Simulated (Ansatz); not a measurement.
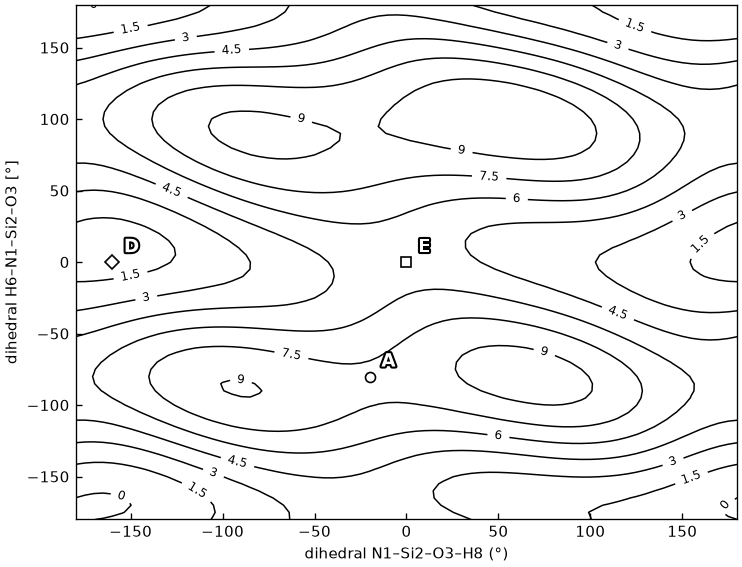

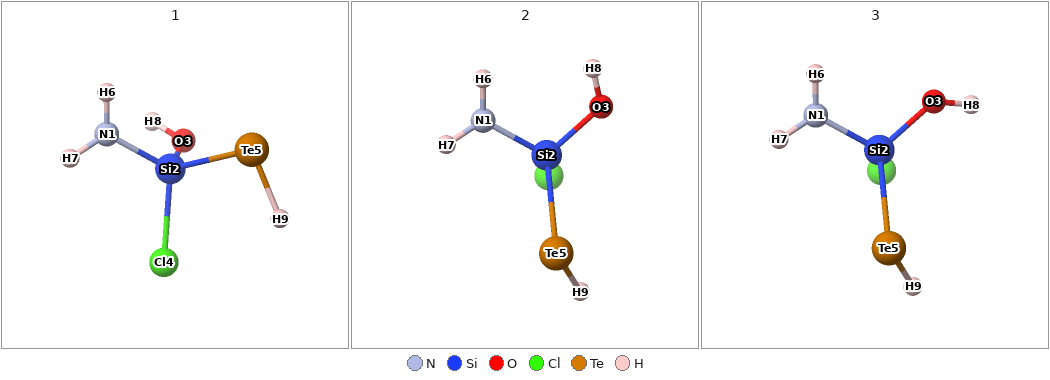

ClH4NOSiTe, SMILES N[Si](O)(Cl)[TeH]. First axis: dihedral N1–Si2–O3–H8. Second axis: dihedral H6–N1–Si2–O3. Nothing is relaxed (all other coordinates rigid). The grid has 18 × 18 points. Points are written as (first, second). Energies are in kcal/mol, from the lowest grid point. Theory: RHF/def2-SVP in Ansatz 0.2.0.

The picture shows contour lines labelled in kcal/mol, lettered points. Between grid points the surface is interpolated. The numbered pictures are the structures at these points, in random order.

Q: Which structure belongs to which point?

A: A is structure 1: (−20°, −80°), 7.8 kcal/mol; D is structure 3: (−160°, 0°), 0.9 kcal/mol; E is structure 2: (0°, 0°), 5.3 kcal/mol.
